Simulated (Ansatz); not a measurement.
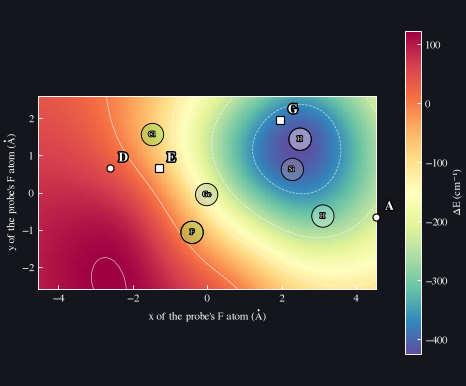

ClF₂GeH₃Si (SMILES [F][Ge]([F])([SiH3])[Cl]) with the probe HF. The probe is moved over a plane parallel to the molecule's main plane, 4.49 Å above it. The first coordinate is: x of the probe's F atom; the second: y of the probe's F atom. Nothing is relaxed (molecule and probe rigid, the probe upright with F nearest the plane). Grid: 15 × 9 points. Points are written as (first, second). Energies: cm⁻¹, counted from molecule and probe far apart, each relaxed in its own basis (no counterpoise correction). Level of theory: Ansatz, RKS PBE-D4/def2-SVPD.

Drawn: a smooth colour map with a few white contour lines, labelled circles for the molecule's atoms, projected on the plane, lettered points. Between grid points the surface is interpolated.

Question: Is E the lowest point of the computed grid?

Answer: No. E lies 371 cm⁻¹ above the lowest grid point, which is at (2.60 Å, 1.30 Å).

Question: What kind of point is each of D, E, G: minimum, saddle, maximum or slope?

Answer: D: on a slope; E: on a slope; G: on a slope. (In these two coordinates alone; a stationary point may lie a little off the grid point.)

Question: Rank the lettered points by energy, lowest first.

Answer: G (−385 cm⁻¹), A (−222 cm⁻¹), E (−52 cm⁻¹), D (39 cm⁻¹).
